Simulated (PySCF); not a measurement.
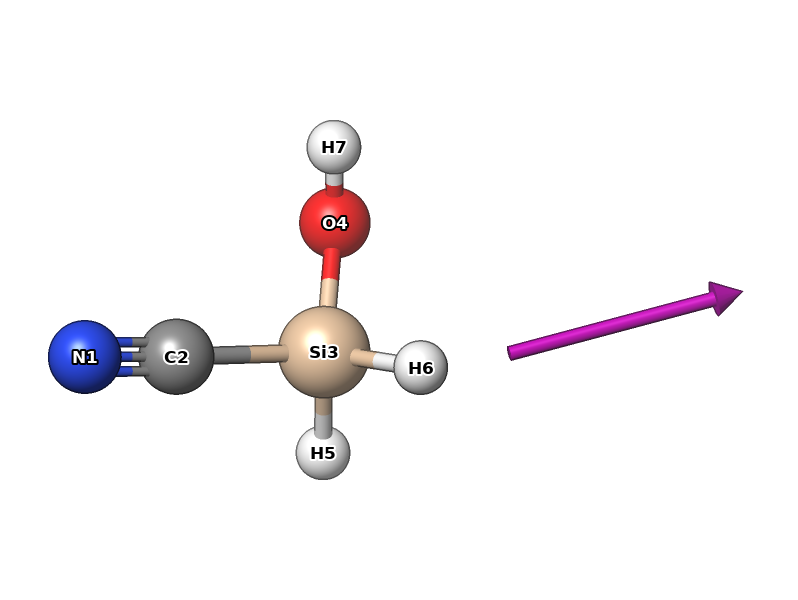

The arrow beside the molecule shows the direction of the dipole moment, from the negative to the positive end (its length means nothing). The geometry was computed by an optimisation with PBE0-D3(BJ)/def2-SVP. No frequency run is at hand to confirm it as a minimum. Properties computed with PBE0/6-311+G(2d,p), gas phase (PySCF 2.14.0).

Estimate the dipole moment.

Answer. 3.14 D; it points from the side of N1 to the side of O4, H6, H7 (the outermost atoms at the two ends).
